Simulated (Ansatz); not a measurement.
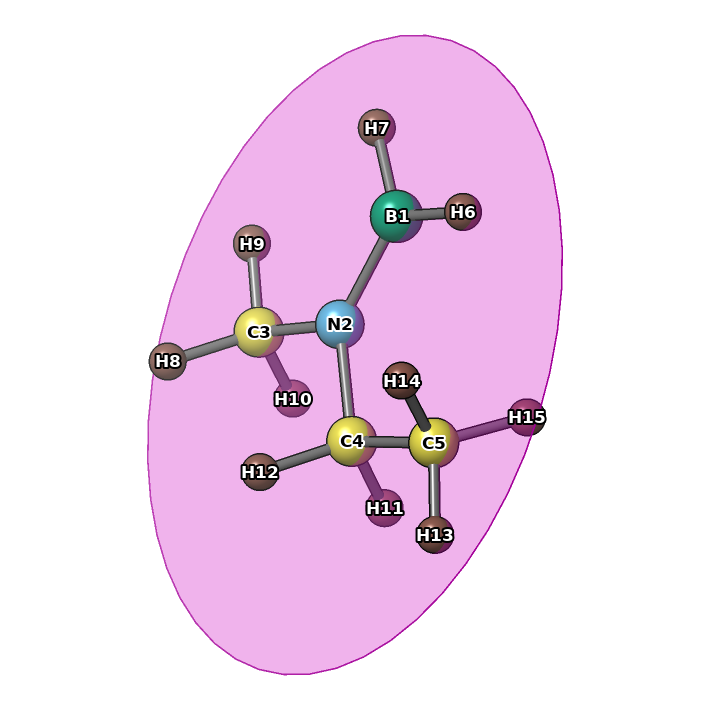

A disc through the centre of mass is drawn in. Atoms fade into the background with distance from the viewer. The geometry was computed by an optimisation with PBE0-D4/def2-TZVP.

Question: Is the plane of the disc a mirror plane of the structure?

Answer: Yes. The reflection leaves B1, N2, C3, C4, C5, H6, H7, H9, H13 in place and moves H8 ↔ H10; H11 ↔ H12; H14 ↔ H15. The point group is Cs.
